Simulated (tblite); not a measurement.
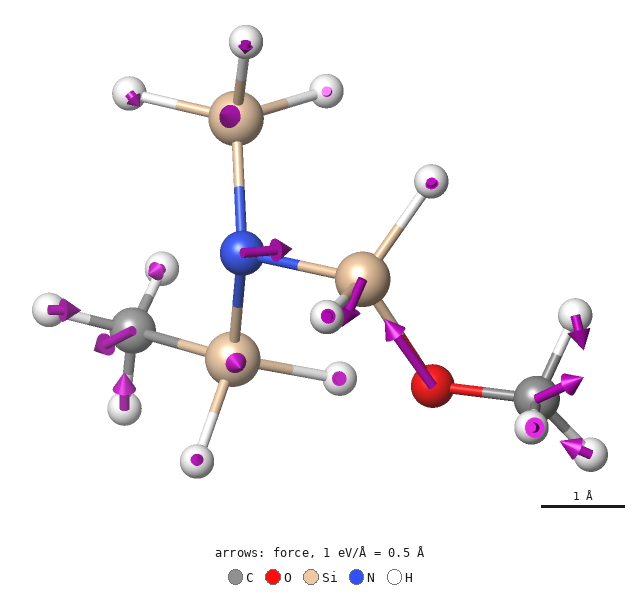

Starting geometry of C$_{2}$H$_{13}$NOSi$_{3}$ with the computed forces as purple arrows. Style: ball-and-stick. Shown from a free direction.

Level of theory: tblite, GFN2-xTB geometry optimisation, gas phase. 

What follows when this structure is relaxed?

Answer. It isn't relaxed: the largest force vector, on the O atom, is 2.14 eV/Å. The final displacements have little in common with the starting forces (cosine between the two patterns 0.19). The largest moves after the best rigid fit, 1.27 Å, are those of H atoms. By element the largest moves are H 1.27 Å, N 0.67 Å, Si 0.52 Å, C 0.48 Å, O 0.25 Å. Near-neighbour distances that change, for instance: O–Si 1.717 → 1.618 Å, N–Si 1.771 → 1.726 Å, C–H 1.123 → 1.085 Å, C–Si 1.858 → 1.893 Å. Among the angles between lasting bonds that change: C–O–Si 112.4° → 125.4°, Si–N–Si 106.7° → 117.7°, Si–N–Si 114.0° → 124.2°. The energy falls by 0.847 eV in 177 geometry steps.
